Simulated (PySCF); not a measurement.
C2H6S2Si, SMILES `C[SiH3].S=C=S`.

Method: CAM-B3LYP/def2-SVPD; geometry: GFN2-xTB; program: PySCF. GFN2-xTB bond lengths at metals and heavier atoms can be off by up to 0.1 Å and shapes distorted, which carries into these values.

Cartesian coordinates (Å):

```
C1      -1.8562    0.0469    1.2574
Si2     -2.4339   -0.0258   -0.5465
H3      -1.2677    0.9400    1.4495
H4      -1.2422   -0.8128    1.5121
H5      -2.7015    0.0589    1.9398
H6      -3.2638    1.1436   -0.8407
H7      -3.2092   -1.2488   -0.7613
H8      -1.2710   -0.0288   -1.4393
S9       1.5233    1.5504   -0.0627
C10      1.5300    0.0008   -0.0469
S11      1.5384   -1.5489   -0.0293
```

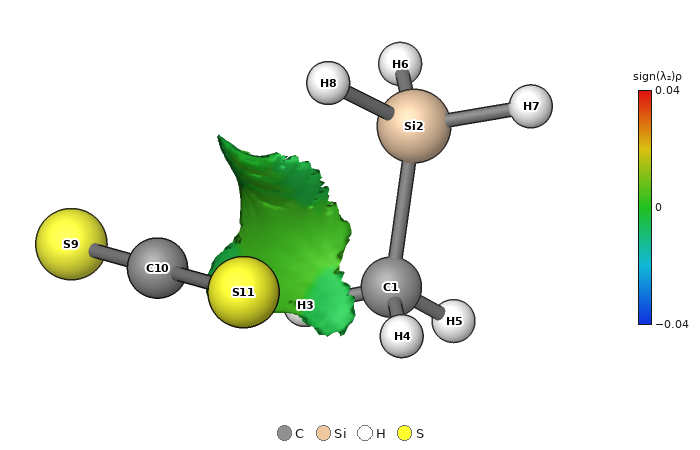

Non-covalent interaction surfaces between the fragments (reduced density gradient s = 0.4, coloured by sign(λ₂)ρ in a.u.; trimmed to the region between the fragments where ρ is under 0.06 a.u.). Fragment A: SiH6C (atoms 1–8); fragment B: CS2.

> Which interactions hold the two fragments together?

Bond critical points between the fragments: H3···S9, 3.23 Å, ρ = 0.005 a.u.; H4···S11, 3.26 Å, ρ = 0.004 a.u.; H8···C10, 3.13 Å, ρ = 0.004 a.u., a bond path close to vanishing (ellipticity 19.4). All are weak and appear green (van der Waals range). Several contacts close a ring, whose ring point adds a part with positive λ₂ between them. The pose is a local one from a semi-empirical search, not shown to be the most stable.

> How strongly are they bound?

The counterpoise-corrected interaction energy of the frozen fragments is +0.4 kcal/mol without dispersion correction and −2.1 kcal/mol with D3(BJ). The pair geometry is semi-empirical, not a minimum at this level.
